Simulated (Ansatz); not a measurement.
Consider C₂H₄AlBS.

The calculation's input:

```
crystal:
  periodic: [false, false, false]
  atoms:
    - {symbol: C, position_ang: [-0.747570, -1.138251, -1.037550]}
    - {symbol: Al, position_ang: [0.379866, 0.189702, -0.208350]}
    - {symbol: B, position_ang: [0.340112, 1.184556, 1.836404]}
    - {symbol: C, position_ang: [1.272378, 1.477779, 0.913090]}
    - {symbol: S, position_ang: [2.150358, 1.423684, -0.606128]}
    - {symbol: H, position_ang: [-1.539984, -1.468687, -0.364997]}
    - {symbol: H, position_ang: [-0.148910, -2.004344, -1.329453]}
    - {symbol: H, position_ang: [-1.202432, -0.726103, -1.941504]}
    - {symbol: H, position_ang: [-0.415419, 1.015162, 2.721487]}
basis:
  gaussian: {orbitals: def2-TZVPP}
hamiltonian: {xc: pbe0, dispersion: d4}
output: {orbitals: {seedname: orbitals}}
```

Command:

```sh
ansatz run in.yaml --threads 2 --pin off --events-out ev --progress --plain --max-ram 4352MiB
```

Geometry: PBE0-D4/def2-TZVP.

Method: RKS PBE0-D4/def2-TZVPP (Ansatz 0.2.0).

> What will maps of the electron density and electron localisation function show?

C–B (1.34 Å): ρ at the midpoint is about 1.8 e/Å³; the ELF peaks at about 0.85 between the atoms (a covalent bond).
C–S (1.76 Å): the density is about 1.3 e/Å³ at the midpoint; the ELF peaks at about 0.90 between the atoms (a shared electron pair).
C–Al (1.93 Å): the density is about 0.58 e/Å³ at the midpoint; the ELF peaks at about 0.65 in the valence shell of C, 0.7 Å from its nucleus, and is about 0.50 at the midpoint.
Al–S (2.19 Å): ρ at the midpoint is about 0.63 e/Å³; the ELF peaks at about 0.75 in the valence shell of S, 0.9 Å from its nucleus, and is about 0.70 at the midpoint.

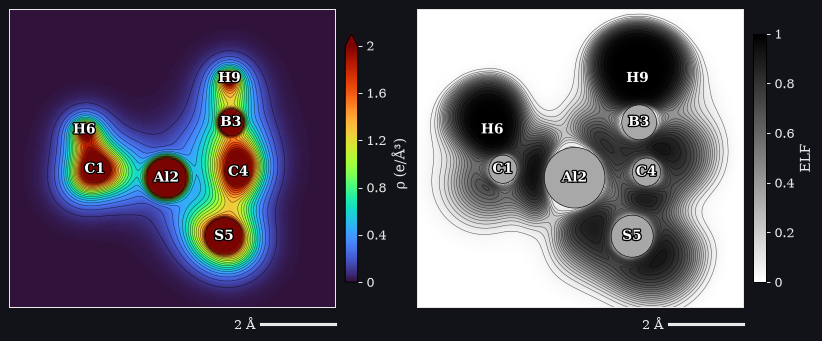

Computed electron density and electron localisation function on the plane of atoms Al2, C1 and H6, in this order. Grey discs cover the atomic cores in the ELF map. 
